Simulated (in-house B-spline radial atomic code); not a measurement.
## Run report: Cl⁻, many-body perturbation calculation

- system: Cl⁻, core [Ne] 3s2 3p6.
- method: relativistic RPA (time-dependent Dirac-Hartree-Fock) and second-order many-body perturbation theory, no-pair Dirac-Coulomb, closed shell, B-spline basis (in-house B-spline radial atomic code)

Key numbers:

| quantity | value |
| --- | --- |
| outcome | converged |
| hardware | 1 CPU thread, shared host |
| wall time | 3.7 s |

Input file:
```
basis_form = 2
Z = 17
core_configuration = [Ne] 3s2 3p6
rms_radius = 3.3654
mass_number = 35
speed_of_light = 137.035999084
box_radius = 67.716
lmax = 7
intervals = 70
virtual_cutoff = 7225.0
```

Launched within a batch (the task file carries these settings):
```bash
python <driver script> task.json out
```

The program writes its results to a structured record and prints no log; tables and figures of this report are taken from that record.

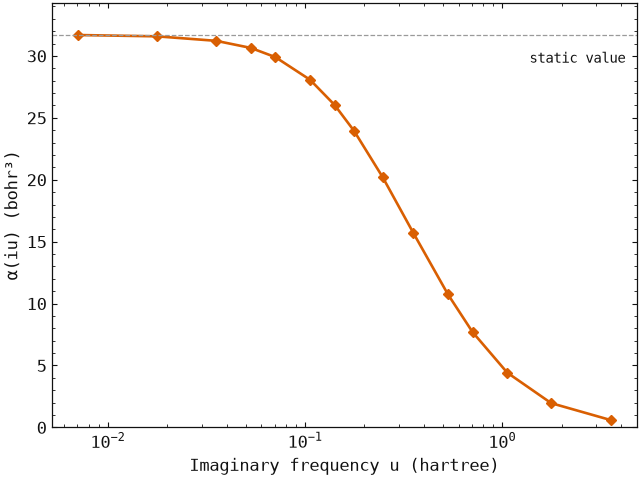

**Figure 1.** Dipole polarisability at imaginary frequency of Cl⁻, [Ne] 3s² 3p⁶. Relativistic RPA on Dirac–Hartree–Fock, no-pair Dirac–Coulomb, finite nucleus, computed with a B-spline radial code. The static dipole polarisability is 31.7 bohr³; α(iu) falls to half of it near u = 0.35 hartree. The Casimir–Polder integral gives C₆ = 269 hartree bohr⁶ for two such species.
